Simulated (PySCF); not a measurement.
SMILES C(CC(C)[O])(C)C (C₆H₁₃O), doublet at its GFN2-xTB optimised geometry (Å):

```
20

C     -0.8975    -1.7970     1.2895
C     -1.2745    -0.3189     1.2364
C     -0.8134     0.4154     2.4793
C     -0.7151     0.3871     0.0000
C      0.8520     0.3871     0.0000
C      1.2858     1.2620    -1.2013
O      1.3542     0.8694     1.1397
H      0.1653    -1.9096     1.4856
H     -1.1341    -2.2907     0.3495
H     -1.4449    -2.2961     2.0861
H     -2.3696    -0.2464     1.1597
H      0.2635     0.6713     2.2701
H     -0.8588    -0.1920     3.3778
H     -1.3395     1.3545     2.6284
H     -1.0472     1.4265     0.0000
H     -1.0558    -0.0959    -0.9161
H      1.1825    -0.6559    -0.1881
H      0.8486     0.8804    -2.1197
H      0.9739     2.2907    -1.0421
H      2.3696     1.2352    -1.2752
```

Computed with unrestricted PBE0/def2-SVP in PySCF.

Map of the Laplacian of the electron density (e/bohr⁵) on the plane z = 0.6 Å:

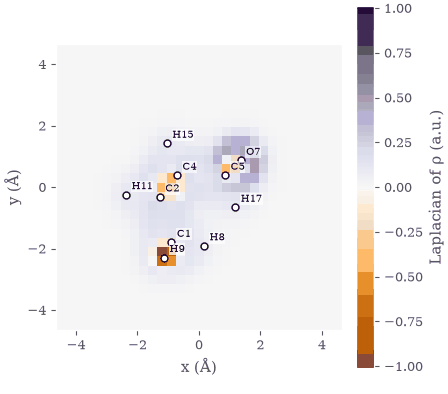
*Laplacian of the electron density (e/bohr⁵) on the plane z = 0.6 Å.*
